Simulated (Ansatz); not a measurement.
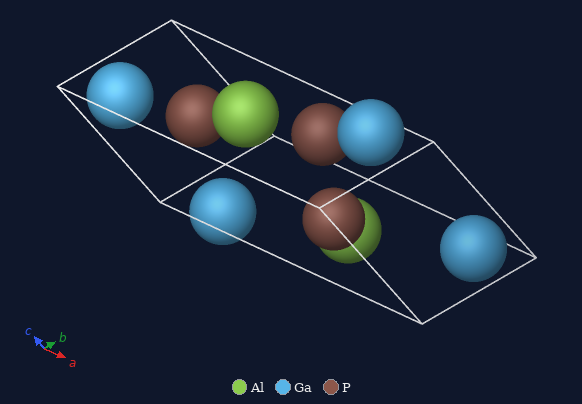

An orthographic spheres-only view of the structure, slightly off an axis. The wireframe shows the simulation cell.

Input used:
```yaml
crystal:
  lattice:
    - [-1.9473321, 1.9473321, 8.2576623]
    - [1.9473321, -1.9473321, 8.2576623]
    - [1.9473321, 1.9473321, -8.2576623]
  atoms:
    - { symbol: Al, position: [0.5, 0.5, 0.0] }
    - { symbol: Ga, position: [0.833325, 0.833325, 0.0] }
    - { symbol: Ga, position: [0.166675, 0.166675, 0.0] }
    - { symbol: P, position: [0.417036, 0.917036, 0.5] }
    - { symbol: P, position: [0.082964, 0.582964, 0.5] }
    - { symbol: P, position: [0.75, 0.25, 0.5] }
basis:
  ecutwfc: 420
kpoints:
  mp_grid: { grid: [10, 10, 10] }
  band_path:
    path:
      - [[0.0, 0.0, 0.0], [0.0, 0.0, 0.5], [0.25, 0.25, 0.25], [0.0, 0.5, 0.0], [0.0, 0.0, 0.0], [0.5, 0.5, -0.5], [0.26390291, 0.73609709, -0.26390291]]
      - [[-0.26390291, 0.26390291, 0.26390291], [0.0, 0.0, 0.0]]
      - [[0.0, 0.0, 0.5], [-0.02780583, 0.02780583, 0.5]]
      - [[0.5, 0.5, -0.02780583], [0.5, 0.5, -0.5]]
    npoints: 14
hamiltonian:
  xc: pbe
scf:
  occupations: { method: gaussian, width: 0.02 }
  n_extra_bands: 15
output:
  forces: true
  stress: true
  eigenvalues: true
  populations: true
  dos: { projected: true, de: 0.02, nscf_kmesh: { grid: [15, 15, 15] } }
  bader: true
  write_density: true
  write_potential: true
  elf: true
  volumetric_format: npy
```
Run as:
```sh
ansatz run input.yaml --threads 4 --pin off --max-ram 8192MiB --backend cpu --events-out ev --progress --plain --runs-dir out
```

Method: Ansatz 0.2.0, DFT PBE, scalar-relativistic, plane waves, PAW; 420 eV cutoff, k-points on a 10×10×10 grid, Gaussian smearing of 0.02 eV, no spin polarisation.

> State the Bader charges by element.

Al +2.09 e; Ga +0.84 e; P -1.47 to -0.84 e. The transfer is large, as in an ionic solid.

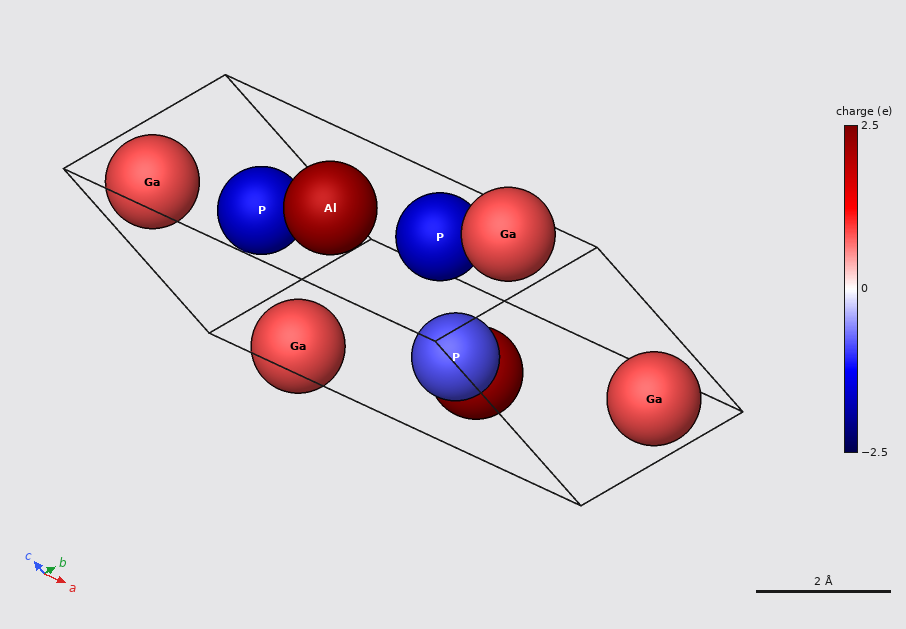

The atoms coloured by those charges.

Its origin is a structure type filled with these elements by a generator (whether the compound takes this form wasn't checked). Earlier steps of the study, as a rule a relaxation of our own, may have changed the cell and positions, so they can lie some per cent off the listed ones. It was the input of a calculation with Ansatz.
